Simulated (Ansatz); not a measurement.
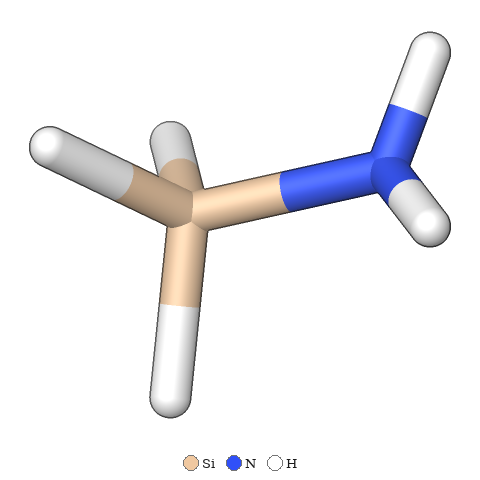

Rendered structure (stick style).

Computed geometry: PBE0-D4/def2-TZVP optimisation.

Give the formula.

H5NSi, 7 atoms: 5 hydrogen, 1 nitrogen and 1 silicon.

Count the bonded pairs by element.

3 Si–H, 2 N–H, 1 N–Si. Sticks follow a distance rule.

What is the point group of this geometry?

Cs.

How many atoms are distinct by symmetry?

5: 1 Si, 1 N, 2 H, 1 H, 2 H.

The parts below concern this one geometry. Atoms keep their numbers from picture to picture.

## Dipole moment

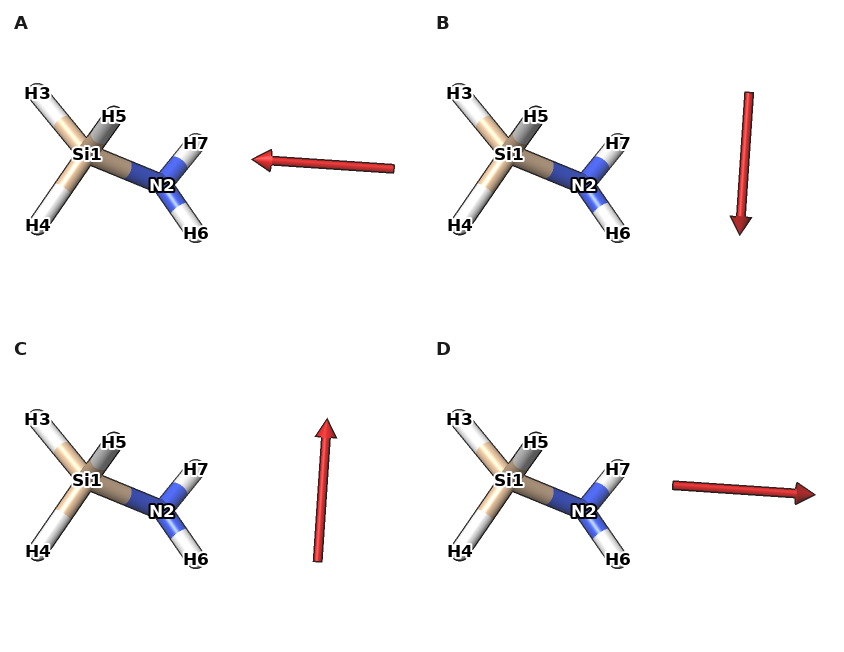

The same molecule four times, each with an arrow. Method: RKS PBE0-D4/def2-TZVP (Ansatz 0.2.0).

Which arrow points along the dipole moment, from the negative to the positive end?

D. The dipole moment is 1.37 D; it points from the side of H3, H4 to the side of H6, H7 (the outermost atoms at the two ends).

## Vibrations

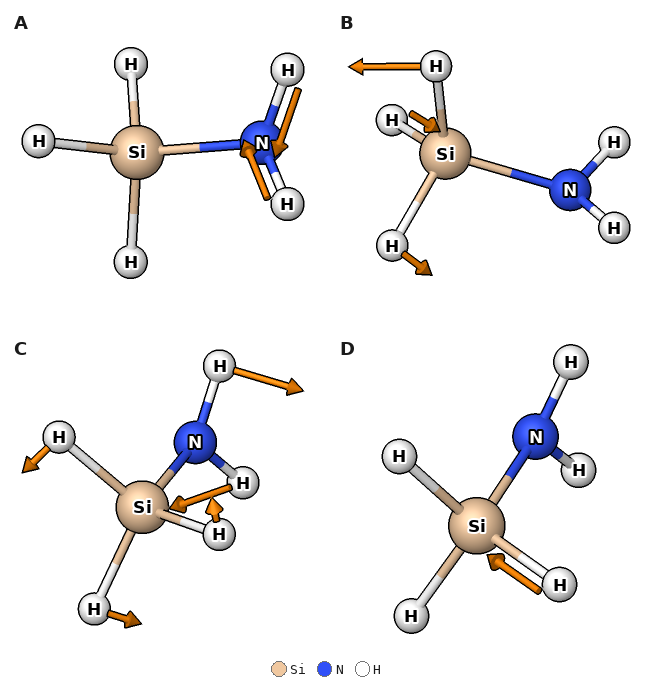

4 normal modes of one molecule or complex, as arrows. Harmonic vibrations computed with RKS PBE0-D4/def2-TZVP (Ansatz 0.2.0) at a stationary point of the same level.

Match the panels to the wavenumbers 174 cm⁻¹, 701 cm⁻¹, 2177 cm⁻¹, 3603 cm⁻¹.

A: 3603 cm⁻¹, in-phase stretching of 2 N–H bonds
B: 701 cm⁻¹, H–Si–N bending
C: 174 cm⁻¹, a torsion or out-of-plane motion in which bond lengths and bond angles hardly change
D: 2177 cm⁻¹, Si–H stretching

## Thermal motion

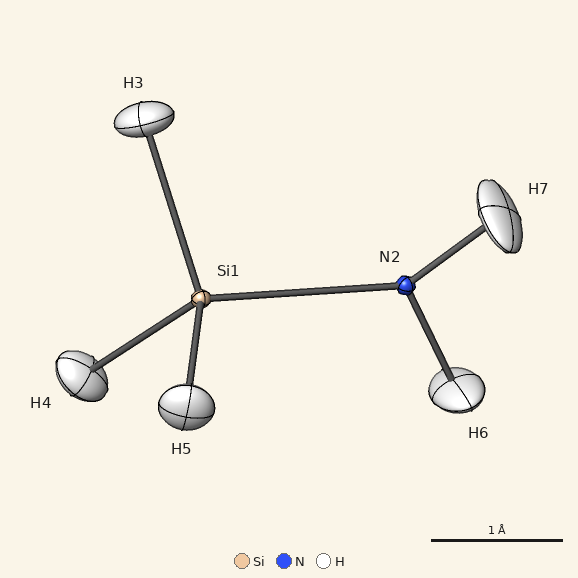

Displacement ellipsoids at the 50 % level, from the internal vibrations of the free molecule (harmonic, no overall translation or rotation; no half-axis is drawn under 0.075 Å). Vibrations computed with RKS PBE0-D4/def2-TZVP (Ansatz 0.2.0). Temperature: 0 K (zero-point motion alone).

Which atom moves most?

H6, H7, with U_eq = 0.0245 Å².

Does H6 move more along its bond or across it?

Across it: the root-mean-square amplitude is 0.068 Å along the bond and up to 0.227 Å across, since bending and torsion are softer than stretching.

Give the displacement parameters, one line for each set of equivalent atoms.

```json
{"atom": "Si1", "U_eq (Å²)": "0.00017", "rms amplitudes (Å)": "0.011, 0.011, 0.016"}
{"atom": "N2", "U_eq (Å²)": "0.00061", "rms amplitudes (Å)": "0.017, 0.023, 0.032"}
{"atom": "H3, H4", "U_eq (Å²)": "0.0154", "rms amplitudes (Å)": "0.085, 0.125, 0.152"}
{"atom": "H5", "U_eq (Å²)": "0.0145", "rms amplitudes (Å)": "0.087, 0.130, 0.139"}
{"atom": "H6, H7", "U_eq (Å²)": "0.0245", "rms amplitudes (Å)": "0.068, 0.131, 0.227"}
```
